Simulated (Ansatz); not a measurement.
Input

```
crystal:
  periodic: [false, false, false]
  atoms:
    - {symbol: O, position_ang: [-1.267226, 0.657100, 0.846177]}
    - {symbol: Si, position_ang: [-0.103732, 0.048774, 0.021626]}
    - {symbol: F, position_ang: [1.214450, -0.452643, 0.876092]}
    - {symbol: H, position_ang: [-0.412071, -1.219986, -0.757208]}
    - {symbol: H, position_ang: [0.568579, 0.966755, -0.986688]}
basis:
  gaussian: {orbitals: "def2-TZVPPD.json"}
total_charge: -1
hamiltonian: {xc: pbe0, dispersion: d4}
output: {orbitals: {seedname: orbitals}}
```

Launched as:

```sh
ansatz run in.yaml --threads 2 --pin off --events-out ev --progress --plain --max-ram 4352MiB
```

Geometry: PBE0-D4/def2-TZVPD.

All numbers below come from RKS PBE0-D4/def2-TZVPPD in Ansatz 0.2.0.

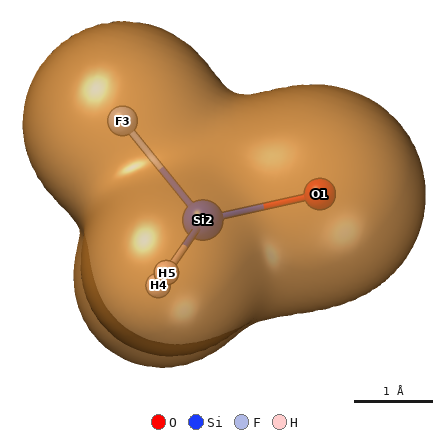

FH₂OSi (SMILES [O-][SiH2]F) (charge −1). Isosurface of the electron density at 0.05 e/Å³ (orange), seen across its widest extent.

Question: What does this surface tell about the bonding?

Answer: At this value the surface is in one piece. It bridges the sampled Si–O (1.55 Å), Si–F (1.65 Å) and Si–H (1.52 Å) contacts, where the density stays above the isovalue. On the grid the lowest density along these lines, outside the cores, is 1.3 e/Å³ (Si–O, 1.55 Å), 0.87 e/Å³ (Si–F, 1.65 Å) and 0.75 e/Å³ (Si–H, 1.52 Å).
